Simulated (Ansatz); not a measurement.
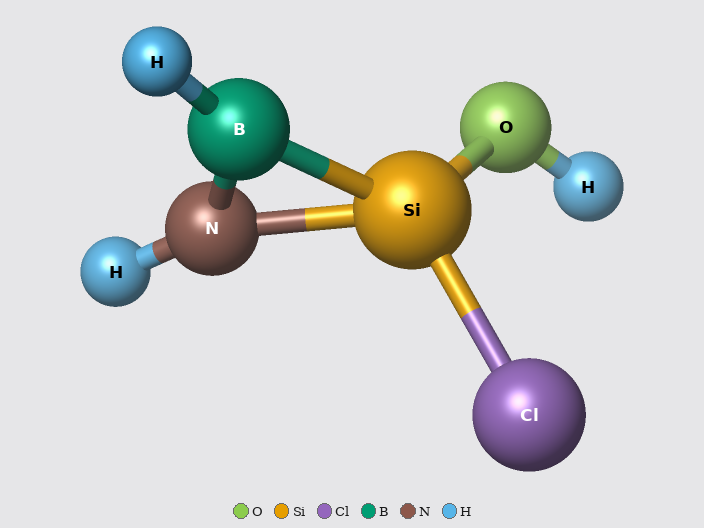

The computed structure is the end point of a PBE0-D4/def2-TZVP optimisation. Program: Ansatz 0.2.0.

Tabulate dipole (D), HOMO–LUMO gap (eV), HOMO energy (eV) at these levels: B3LYP-D4/def2-TZVPP; PBE-D4/def2-TZVPP; r2SCAN-D4/def2-TZVPP; ωB97M-V/def2-TZVPP.

| level | dipole (D) | HOMO–LUMO gap (eV) | HOMO energy (eV) |
| --- | --- | --- | --- |
| B3LYP-D4/def2-TZVPP | 1.43 | 6.28 | −7.07 |
| PBE-D4/def2-TZVPP | 1.56 | 4.49 | −6.07 |
| r2SCAN-D4/def2-TZVPP | 1.54 | 5.01 | −6.30 |
| ωB97M-V/def2-TZVPP | 1.46 | 10.75 | −9.37 |
